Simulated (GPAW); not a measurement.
# Polarising Ti2COS MXene monolayer with a field along the normal

The dipole of the cell at several fields, atoms fixed. What does the strongest field give, and what length does the slope stand for?

How it was computed: GPAW 26.7.0, plane waves (500 eV), PAW setups, PBE, 12×12 mesh, a dipole layer in the vacuum; geometry relaxed without an applied field with GPAW. The cell's area is 8.29 Å², and e/ε0 = 180.95 V Å.

What came out, but for one run:

```
field (V/Å)  dipole (e Å)
       −0.2       −0.0423
       −0.1       −0.0124
      −0.05        0.0026
       0.05        0.0325
        0.1        0.0475
        0.2        0.0774
        0.3             ?
```

To predict: What is the dipole at 0.3 V/Å?

**Working.** A line through the 6 points has the slope α = 0.299 e Å per V/Å and the intercept p₀ = 0.0175 e Å (r.m.s. residual 1.5e−05). At 0.3 V/Å it gives p = 0.0175 + 0.299 × 0.3 = 0.1073 e Å; the run gives 0.1074 e Å, so the response stays linear to 0.0 % of the induced part. Dividing by ε0 and the area: α/(ε0 A) = 0.299 × 180.95 / 8.29 = 6.53 Å, against 5.01 Å between the outer nuclei.

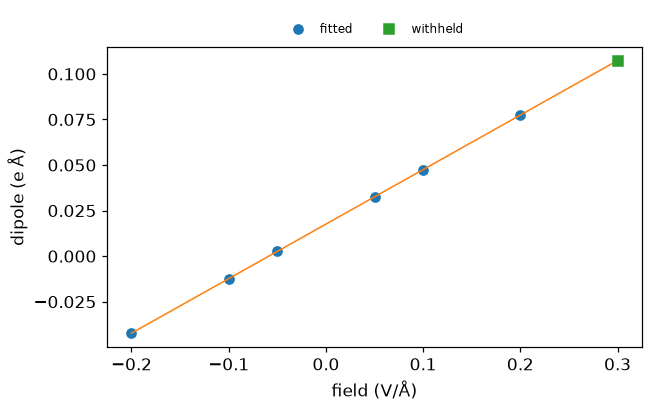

The line and the withheld run.

Caveats: This is the electronic response alone; ions that move would add to it in polar layers. No run was spin-polarised, so magnetic states weren't tested. Layers with unlike faces were relaxed with their cell in a fully periodic cell without the dipole layer, so their atoms felt a small spurious field.

[Logs are printed without paths, hosts, clocks, repeated set-up lines and the standing remarks that a program may print on its own settings, such as how far it seeks lower states.]
